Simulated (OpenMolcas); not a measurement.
# One shape, several levels: [CSO3F3]− (SMILES [O-]S(=O)(=O)C(F)(F)F)

Aim: a comparison of 6 runs (HF/def2-SVP, B3LYP/6-31G*, BHLYP/def2-SVP, BLYP/def2-SVP, TPSS/def2-SVP) of [CSO3F3]−. 

Program for the calculation: OpenMolcas 26.06.

### 1 The molecule

The species is [CSO3F3]− (8 atoms), meant as a singlet with charge -1. SMILES: `[O-]S(=O)(=O)C(F)(F)F`. The shape is that of a PBE0-D4/def2-TZVPD optimisation.

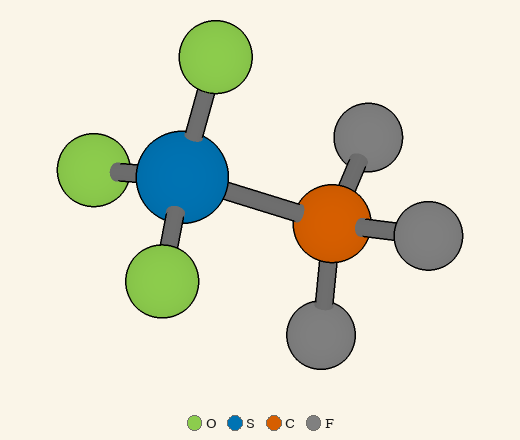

Viewed from a chosen angle; oxygen green, sulfur blue, carbon orange, fluorine grey.

### 2 Energy and gradient at HF/def2-SVP (run 1)

Contents of coord.xyz:

```xyz
8

O     -0.452120    -1.793850     0.534600
S      0.514500    -0.855220     0.007850
O      1.622110    -0.542800     0.884460
O      0.853150    -1.026290    -1.388190
C     -0.440870     0.732840    -0.006730
F     -0.854330     1.079580     1.221330
F      0.292430     1.753940    -0.474640
F     -1.534870     0.651830    -0.778680
```

Contents of test.input:

```
&GATEWAY
BasLib
$CurrDir
Coord
coord.xyz
Basis
def2-SVP
Group
NoSym
&SEWARD
&SCF
Charge
-1
Thresholds
1e-10 1e-07 1e-07 1e-05
PrOrbitals
1 2
&ALASKA
```

The basis set def2-SVP is read from a file made from the Basis Set Exchange's data (not shown).

Run with:

```console
$ export MOLCAS_MEM=1860
$ pymolcas test.input > test.log
```

The program printed:

```text
--- Start Module: gateway ---
[...]
--- Stop Module: gateway /rc=_RC_ALL_IS_WELL_ ---
[...]
      Basis functions          116
[...]
--- Start Module: scf ---
[...]
       Convergence after  16 Iterations
[...]
::    Total SCF energy                               -957.6942594045
[...]
      Total spin, S                                     0.0000000000
[...]
      Total electronic charge=   74.000000
      Total            charge=   -1.000000
[...]
      Dipole Moment (debye):
      Origin of the operator (angstrom)=    0.0247   -0.0411    0.0004
                   X= -2.1751E+00               Y=  3.6155E+00               Z= -3.3163E-02           Total=  4.2194E+00
      Center of Charge (angstrom)
[...]
--- Stop Module: scf /rc=_RC_ALL_IS_WELL_ ---
[...]
--- Start Module: alaska ---
[...]
 *              Molecular gradients               *
 **************************************************
  Irreducible representation: a
 ------------------------------------------------------------------------------------------
                              X                       Y                       Z
 ------------------------------------------------------------------------------------------
  O1               -6.52769665434505E-03   -7.68553103528191E-03    3.83723493108690E-03
  S2                1.24029000462222E-03   -2.06977313503742E-03    2.93397837768106E-05
  O3                8.57389708109935E-03    1.42180764889188E-03    6.39705113931655E-03
  O4                2.98718290565425E-03   -2.09560164360312E-03   -1.01682499877711E-02
  C5                6.20710286289450E-03   -1.03205215668498E-02    9.50700710105890E-05
  F6               -6.98903622657099E-03    5.41953800443373E-03    2.24169287904701E-02
  F7                1.39241856426473E-02    1.77204459317366E-02   -8.53676467009024E-03
  F8               -1.94159256157391E-02   -2.39036420434680E-03   -1.40706100579049E-02
[...]
--- Stop Module: alaska /rc=_RC_ALL_IS_WELL_ ---
[...]
```

Run time: 48 s. Hardware: 1 thread of AMD EPYC (Zen 3), shared host; peak memory 0.71 GiB.

### 3 Energy and gradient at B3LYP/6-31G(d) (spherical functions) (run 2)

Contents of job.inp:

```
* CF3O3S Kohn-Sham DFT
>>> EXPORT MOLCAS_PRINT=2
&GATEWAY
BasLib
$CurrDir
Coord
8
bohr
O     -0.85438298    -3.38988521     1.01024759
S      0.97226409    -1.61613158     0.01483435
O      3.06534364    -1.02574334     1.67138717
O      1.61221984    -1.93940702    -2.62329891
C     -0.83312356     1.38486689    -0.01271786
F     -1.61444972     2.04011053     2.30797921
F      0.55261261     3.31446624    -0.89693961
F     -2.90048394     1.23178018    -1.47149194
Basis
6-31Gs
Group
NoSym
&SEWARD
GridInput
Grid=UltraFine
End of Grid
&SCF
Charge
-1
KSDFT
B3LYP
Thresholds
1e-10 1e-07 1e-07 1e-05
PrOrbitals
1 1
&ALASKA
```

The basis set 6-31G* is read from a file made from the Basis Set Exchange's data (not shown).

Run with:

```console
$ export MOLCAS_MEM=1860
$ pymolcas job.inp > job.log
```

The program printed:

```text
--- Start Module: gateway ---
[...]
--- Stop Module: gateway /rc=_RC_ALL_IS_WELL_ ---
[...]
      Basis functions          116
[...]
--- Start Module: scf ---
[...]
       Convergence after  18 Iterations
[...]
::    Total KS-DFT energy                            -961.4830768431
[...]
      Total spin, S                                     0.0000000000
[...]
      Total electronic charge=   74.000000
      Total            charge=   -1.000000
[...]
      Dipole Moment (debye):
      Origin of the operator (angstrom)=    0.0247   -0.0411    0.0004
                   X= -2.2829E+00               Y=  3.7946E+00               Z= -3.4807E-02           Total=  4.4285E+00
      Center of Charge (angstrom)
[...]
--- Stop Module: scf /rc=_RC_ALL_IS_WELL_ ---
[...]
--- Start Module: alaska ---
[...]
 *              Molecular gradients               *
 **************************************************
  Irreducible representation: a
 ------------------------------------------------------------------------------------------
                              X                       Y                       Z
 ------------------------------------------------------------------------------------------
  O1                2.77000978993378E-02    2.70855856863434E-02   -1.51390402692346E-02
  S2                1.16393320062222E-02   -1.93577623388812E-02    1.89270748382458E-04
  O3               -3.18952350783377E-02   -8.85847366914394E-03   -2.51831582037916E-02
  O4               -9.79406434157681E-03    5.03595395936074E-03    4.00960270759683E-02
  C5               -4.06705984494282E-03    6.75851718112330E-03   -6.12101193199141E-05
  F6                3.49575008910641E-03   -2.83794643402580E-03   -1.06900526956650E-02
  F7               -6.49130530690734E-03   -8.70941076196274E-03    4.06490906300583E-03
  F8                9.41248457684551E-03    8.83536377024097E-04    6.72325440084798E-03
[...]
--- Stop Module: alaska /rc=_RC_ALL_IS_WELL_ ---
[...]
```

Wall time 2.2 min (1 thread of AMD EPYC (Zen 3), shared host); peak memory 0.71 GiB.

### 4 Energy and forces at BHLYP/def2-SVP (run 3)

Contents of calc.inp:

```
* CF3O3S Kohn-Sham DFT
>>> EXPORT MOLCAS_PRINT=2

&GATEWAY
 BasLib = $CurrDir
 BasisSet
 O.def2-SVP....
 O1 -0.452120 -1.793850 0.534600 angstrom
 O3 1.622110 -0.542800 0.884460 angstrom
 O4 0.853150 -1.026290 -1.388190 angstrom
 End of Basis
 BasisSet
 S.def2-SVP....
 S2 0.514500 -0.855220 0.007850 angstrom
 End of Basis
 BasisSet
 C.def2-SVP....
 C5 -0.440870 0.732840 -0.006730 angstrom
 End of Basis
 BasisSet
 F.def2-SVP....
 F6 -0.854330 1.079580 1.221330 angstrom
 F7 0.292430 1.753940 -0.474640 angstrom
 F8 -1.534870 0.651830 -0.778680 angstrom
 End of Basis

&SEWARD
 GridInput
 Grid=UltraFine
 End of Grid

&SCF
 Charge = -1
 KSDFT = HYB_GGA_XC_BHANDHLYP
 Thresholds = 1e-10 1e-07 1e-07 1e-05
 PrOrbitals = 1

&ALASKA
```

The basis set def2-SVP is read from a file made from the Basis Set Exchange's data (not shown).

Run with:

```console
$ export MOLCAS_MEM=1860
$ pymolcas calc.inp > calc.log
```

The program printed:

```text
--- Start Module: gateway ---
[...]
--- Stop Module: gateway /rc=_RC_ALL_IS_WELL_ ---
[...]
      Basis functions          116
[...]
--- Start Module: scf ---
[...]
       Convergence after  17 Iterations
[...]
::    Total KS-DFT energy                            -960.6869054145
[...]
      Total spin, S                                     0.0000000000
[...]
      Total electronic charge=   74.000000
      Total            charge=   -1.000000
[...]
      Dipole Moment (debye):
      Origin of the operator (angstrom)=    0.0247   -0.0411    0.0004
                   X= -2.1195E+00               Y=  3.5230E+00               Z= -3.2313E-02           Total=  4.1116E+00
      Center of Charge (angstrom)
[...]
--- Stop Module: scf /rc=_RC_ALL_IS_WELL_ ---
[...]
--- Start Module: alaska ---
[...]
 *              Molecular gradients               *
 **************************************************
  Irreducible representation: a
 ------------------------------------------------------------------------------------------
                              X                       Y                       Z
 ------------------------------------------------------------------------------------------
  O1                8.73826086855090E-03    6.75358303613294E-03   -4.39848373457075E-03
  O3               -8.60309239451595E-03   -3.70755141719581E-03   -7.31481501082598E-03
  O4               -2.16556563193571E-03    3.36801939793574E-04    1.16699925658210E-02
  S2                3.88425424153560E-03   -6.46465247261219E-03    7.08809468998456E-05
  C5                3.64633157255256E-03   -6.06253783058142E-03    5.61323624043847E-05
  F6               -3.26980392246057E-03    2.28747855968336E-03    1.13942448116084E-02
  F7                7.35539619924097E-03    8.53763145182995E-03   -4.33511421045729E-03
  F8               -9.58578093300488E-03   -1.68075326690964E-03   -7.14283773105429E-03
[...]
--- Stop Module: alaska /rc=_RC_ALL_IS_WELL_ ---
[...]
```

It took 1.8 min on 1 thread of AMD EPYC (Zen 3), shared host; peak memory 0.71 GiB.

Runs 4 to 5 aren't shown in full; the table further down has their settings and results.

### 5 Energy and forces at B3LYP/6-31G(d) (Cartesian functions) (run 6)

Contents of test.input:

```
* CF3O3S Kohn-Sham DFT

&gateway
  baslib=$CurrDir
  coord
  8
  angstrom
  O       -0.452120      -1.793850       0.534600
  S        0.514500      -0.855220       0.007850
  O        1.622110      -0.542800       0.884460
  O        0.853150      -1.026290      -1.388190
  C       -0.440870       0.732840      -0.006730
  F       -0.854330       1.079580       1.221330
  F        0.292430       1.753940      -0.474640
  F       -1.534870       0.651830      -0.778680
  basis=6-31Gs
  group=NoSym

&seward
  gridinput
  Grid=UltraFine
  End of Grid

&scf
  charge=-1
  ksdft=B3LYP
  thresholds=1e-10 1e-07 1e-07 1e-05
  prorbitals=1 1

&alaska
```

The basis set 6-31G* is read from a file made from the Basis Set Exchange's data (not shown).

Run with:

```console
$ export MOLCAS_MEM=1860
$ pymolcas test.input > test.log
```

The program printed:

```text
--- Start Module: gateway ---
[...]
--- Stop Module: gateway /rc=_RC_ALL_IS_WELL_ ---
[...]
      Basis functions          124
[...]
--- Start Module: scf ---
[...]
       Convergence after  18 Iterations
[...]
::    Total KS-DFT energy                            -961.4936860720
[...]
      Total spin, S                                     0.0000000000
[...]
      Total electronic charge=   74.000000
      Total            charge=   -1.000000
[...]
      Dipole Moment (debye):
      Origin of the operator (angstrom)=    0.0247   -0.0411    0.0004
                   X= -2.2783E+00               Y=  3.7870E+00               Z= -3.4735E-02           Total=  4.4197E+00
      Center of Charge (angstrom)
[...]
--- Stop Module: scf /rc=_RC_ALL_IS_WELL_ ---
[...]
--- Start Module: alaska ---
[...]
 *              Molecular gradients               *
 **************************************************
  Irreducible representation: a
 ------------------------------------------------------------------------------------------
                              X                       Y                       Z
 ------------------------------------------------------------------------------------------
  O1                2.76094519904575E-02    2.73649059033545E-02   -1.51676331638448E-02
  S2                1.14056940167195E-02   -1.89692459093553E-02    1.85584052110707E-04
  O3               -3.20906729329877E-02   -8.64231637708457E-03   -2.52296461912849E-02
  O4               -9.95081461777048E-03    5.27642900652658E-03    4.01645018655259E-02
  C5               -3.74862703360457E-03    6.22915747340569E-03   -5.62878792418030E-05
  F6                3.61037916697349E-03   -3.03872225826751E-03   -1.06521193246607E-02
  F7               -6.34278521112286E-03   -8.89043211370222E-03    4.05323685639658E-03
  F8                9.50737462134299E-03    6.70224274952336E-04    6.70236378502587E-03
[...]
--- Stop Module: alaska /rc=_RC_ALL_IS_WELL_ ---
[...]
```

It took 2.4 min on 1 thread of AMD EPYC (Zen 3), shared host; peak memory 0.82 GiB.

### 6 The series

| run | level | integration grid | Cartesian functions | energy (Eh) | HOMO energy (eV) | LUMO energy (eV) | HOMO–LUMO gap (eV) | wall time |
| --- | --- | --- | --- | --- | --- | --- | --- | --- |
| 1 | HF/def2-SVP | – | no | -957.694259 | -6.98 | 12.38 | 19.37 | 48 s |
| 2 | B3LYP/6-31G* (spherical functions) | UltraFine | no | -961.483077 | -1.95 | 7.97 | 9.91 | 2.2 min |
| 3 | BHLYP/def2-SVP | UltraFine | no | -960.686905 | -4.04 | 9.30 | 13.34 | 1.8 min |
| 4 | BLYP/def2-SVP | UltraFine | no | -960.869063 | -0.19 | 7.25 | 7.44 | 2.3 min |
| 5 | TPSS/def2-SVP | UltraFine | no | -961.012828 | -0.58 | 7.20 | 7.77 | 2.4 min |
| 6 | B3LYP/6-31G* (Cartesian functions) | UltraFine | yes | -961.493686 | -1.97 | 7.95 | 9.92 | 2.4 min |

### 7 Outcome

```
                                                    quantity          value
                                         run 6: total energy  -961.49369 Eh
                                          run 6: HOMO energy       -1.97 eV
                                          run 6: LUMO energy        7.95 eV
run 6: HOMO–LUMO gap (to an unbound level, set by the basis)        9.92 eV
                             run 6: largest force on an atom     2.146 eV/Å
```

The HOMO–LUMO gap runs from 7.44 eV (BLYP/def2-SVP) to 19.37 eV (HF/def2-SVP). Exact exchange widens orbital gaps. The empty levels of an anion lie above zero and hang on the basis. Totals of different functionals can't be ranked against each other. All runs together took 12 min, the longest 2.4 min.
